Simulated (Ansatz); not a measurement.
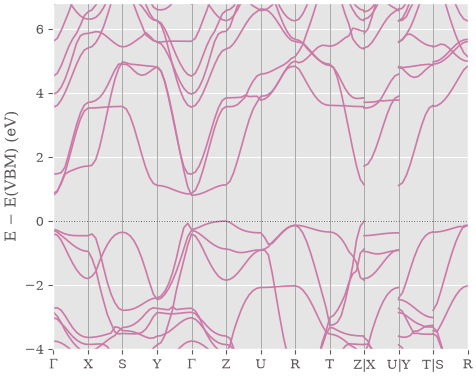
Fig. 1. Band structure from PBEsol (plane waves, PAW; program Ansatz)

### Question
Read off the gap and where the band edges lie.

### Answer
About 0.8 eV (0.81 eV by a search for the band edges); maximum at Z, minimum at Γ.

### Question
Which compound is it?
A) Mg4Te3S, Pmm2 (Pearson symbol oP8)
B) SrTaNO2, Pmm2 (Pearson symbol oP5)
C) MnO, Pmmn (Mn on 2b, O on 2a)

### Answer
B, SrTaNO2, Pmm2 (Pearson symbol oP5)

The first step of the workflow began from a Materials Project structure, measured or hypothetical; the Crystallography Open Database copy checked does not list it. With N and O taken as one species the cell has the higher symmetry P4mm, so it may be an ordered model of a mixed-site phase. Its standing as an ambient phase is unchecked. The cell was relaxed with PBEsol under the symmetry of its start. At this level the phase is dynamically unstable (imaginary phonons). No spin polarisation was allowed. Scalar-relativistic: spin–orbit coupling is off unless named, which matters more the heavier the elements.

Potentials: the later of the program's two PAW sets.
